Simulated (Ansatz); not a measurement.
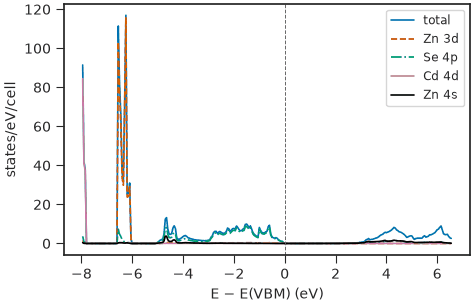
*Total and projected density of states of Zn₃CdSe₄ in space group P-43m (No. 215; Zn on 3c, Cd on 1a, Se on 4e), r²SCAN (plane waves, PAW; program Ansatz)*

Task: Which orbitals carry the states next to the gap?

Result: Top 1 eV of the valence band: Se 4p 90 %. Bottom 1 eV of the conduction band: Zn 4s 46 %, Se 4s 21 %, Se 4p 17 %, Cd 5s 13 %. Projections are on Löwdin-orthogonalised atomic valence shells; empty p or d shells of many metals are not among them.

Task: Where is the tallest occupied peak in this window, and what makes it?

Result: Near -6.2 eV, about 120 states/eV per cell; the largest projected share is Zn 3d.

The workflow started from a Materials Project entry (that database holds measured and hypothetical structures alike); the Crystallography Open Database copy checked does not list it. With Zn and Cd taken as one species the cell has the higher symmetry F-43m, so it may be an ordered model of a mixed-site phase. Its standing as an ambient phase is unchecked. Symmetry was held in the r²SCAN relaxation; its stability against distortions is not shown here. Spin–orbit coupling is left out wherever it is not named.

Potentials: the later of the program's two PAW sets.
